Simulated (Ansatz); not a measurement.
# CH3ClFIn (SMILES [CH3][In]([F])[Cl]): CCSD/def2-SVP (core potential)

What is the vertical ionisation energy of CH3ClFIn at CCSD/def2-SVP (core potential)? 

The calculation is run with Ansatz 0.2.0.

118 further runs of the same task are left out: 1 that didn't finish, 117 set aside as unsound or not needed. Runs told in other sessions of the task aren't counted.

## 1. The system as given

CH3ClFIn: 7 atoms, total charge 0, spin state singlet. As SMILES, `[CH3][In]([F])[Cl]`. The shape is that of a PBE0-D4/def2-TZVP optimisation.

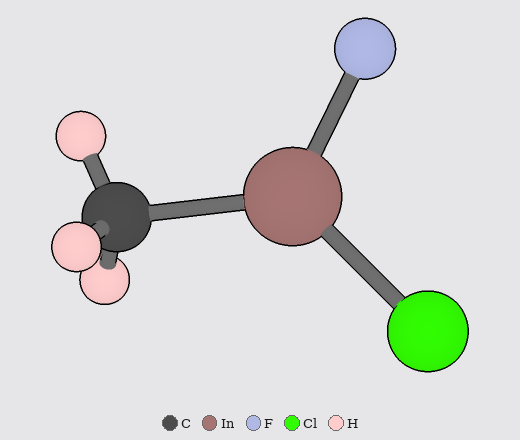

The structure, seen from a chosen angle (carbon dark grey, indium brown, fluorine light blue, chlorine green, hydrogen pink).

## 2. A single-point energy at CCSD/def2-SVP (core potential)

job.yaml reads:

```yaml
crystal:
  periodic: [false, false, false]
  atoms:
    - {symbol: C, position_ang: [-0.390800, 0.951400, 0.427300]}
    - {symbol: In, position_ang: [0.391000, -0.846100, -0.384300]}
    - {symbol: F, position_ang: [2.306000, -1.125500, -0.600500]}
    - {symbol: Cl, position_ang: [-0.728400, -2.728700, -1.135500]}
    - {symbol: H, position_ang: [-1.112900, 1.373000, -0.270800]}
    - {symbol: H, position_ang: [-0.891300, 0.725700, 1.368500]}
    - {symbol: H, position_ang: [0.426300, 1.650400, 0.595200]}
basis:
  gaussian: {orbitals: def2-SVP}
correlation: {method: ccsd, frozen_orbitals: {C: 1, Cl: 5, F: 1, H: 0, In: 4}}
accuracy: high
scf: {omitted_lower_state_checks: [cluster_reference, increment]}
```

Run with:

```sh
$ ansatz run job.yaml --threads 1 --pin off --max-ram 3480MiB --events-out events.jsonl --progress --plain --runs-dir runs
```

The log of the run (excerpt; [...] marks lines left out):

```text
Warning: RAYON_NUM_THREADS=1 ignored (pool sized by the plan → 1); use --threads N
Functional definition: HF
  name "HF"
[...]
1981 factors; integrals over basis functions are off by at most 3.3e-9 eV
[...]
mean field -21431.28873588 eV, -787.5853343943 hartree, gradient 1.1e-8 eV, S^2 0.000000; 0 other end points of the search recorded, 0 dependent functions left out
11 core orbitals not correlated: weight in the atoms' cores, before any rotation towards them, 1.000 or more for the frozen orbitals, at most 0.000 for the correlated occupied ones
reference -21431.28873588 eV, -787.5853343943 hartree; 17, 17 occupied and 59, 59 virtual orbitals, 1981 factors
second order -14.93422079 eV of doubles, -0.00000000 eV of singles
cycle   1  -15.38570183 eV  change   -4.5e-1 eV  update   9.8e-2
[...]
cycle  21  -15.82884980 eV  change    1.2e-9 eV  update   1.3e-9
Total energy: -21447.11758568 eV, -788.1670338953 hartree
Checks for a lower state left out: cluster_reference, increment
```

It took 17 s on 1 thread of Arm Neoverse V2, shared host; peak memory 0.51 GiB.

## 3. The doublet cation at the same level

in.yaml reads:

```yaml
crystal:
  periodic: [false, false, false]
  atoms:
    - symbol: C
      position_ang: [-0.390800, 0.951400, 0.427300]
    - symbol: In
      position_ang: [0.391000, -0.846100, -0.384300]
    - symbol: F
      position_ang: [2.306000, -1.125500, -0.600500]
    - symbol: Cl
      position_ang: [-0.728400, -2.728700, -1.135500]
    - symbol: H
      position_ang: [-1.112900, 1.373000, -0.270800]
    - symbol: H
      position_ang: [-0.891300, 0.725700, 1.368500]
    - symbol: H
      position_ang: [0.426300, 1.650400, 0.595200]
basis:
  gaussian:
    orbitals: def2-SVP
total_charge: 1
magnetization:
  spin_polarized: true
  initial_magnetization: 1
correlation:
  method: ccsd
  frozen_orbitals: {C: 1, Cl: 5, F: 1, H: 0, In: 4}
accuracy: high
scf:
  omitted_lower_state_checks: [cluster_reference, increment]
```

Run with:

```sh
$ ansatz run in.yaml --threads 1 --pin off --max-ram 3480MiB --events-out events.jsonl --progress --plain --runs-dir runs
```

The log of the run (excerpt; [...] marks lines left out):

```text
Warning: RAYON_NUM_THREADS=1 ignored (pool sized by the plan → 1); use --threads N
[... 2 set-up lines as earlier in the session ...]
[...]
1981 factors; integrals over basis functions are off by at most 3.3e-9 eV
[...]
mean field -21420.84889190 eV, -787.2016772043 hartree, gradient 3.2e-8 eV, S^2 0.758271; 18 other end points of the search recorded, 0 dependent functions left out
11 core orbitals not correlated: weight in the atoms' cores, before any rotation towards them, 1.000 or more for the frozen orbitals, at most 0.000 for the correlated occupied ones
reference -21420.84889190 eV, -787.2016772043 hartree; 17, 16 occupied and 59, 60 virtual orbitals, 1981 factors
second order -14.27143937 eV of doubles, -0.00000000 eV of singles
cycle   1  -14.78487775 eV  change   -5.1e-1 eV  update   1.2e-1
[...]
cycle  46  -15.39241577 eV  change  -3.0e-10 eV  update   4.0e-9
Total energy: -21436.24130767 eV, -787.7673380506 hartree
Checks for a lower state left out: cluster_reference, increment
```

Wall time 2.3 min (1 thread of Arm Neoverse V2, shared host); peak memory 0.99 GiB.

## 4. Outcome

Level: CCSD/def2-SVP (core potential), 11 core orbitals frozen.

```
                                                      quantity          value
                                singlet CH3ClFIn: total energy  -788.16703 Eh
singlet CH3ClFIn: correlation energy (11 core orbitals frozen)     -581.7 mEh
                               singlet CH3ClFIn: T1 diagnostic          0.012
                                  doublet cation: total energy  -787.76734 Eh
  doublet cation: correlation energy (11 core orbitals frozen)     -565.7 mEh
             doublet cation: ⟨S²⟩ of the reference determinant          0.758
                                 doublet cation: T1 diagnostic          0.054
            vertical ionisation energy (to the doublet cation)      10.876 eV
```

In words: Removing an electron at fixed nuclei costs 10.88 eV (1049 kJ/mol). The T1 diagnostic (doublet cation) of 0.054 is above the customary mark for such species, so a single reference may not serve.
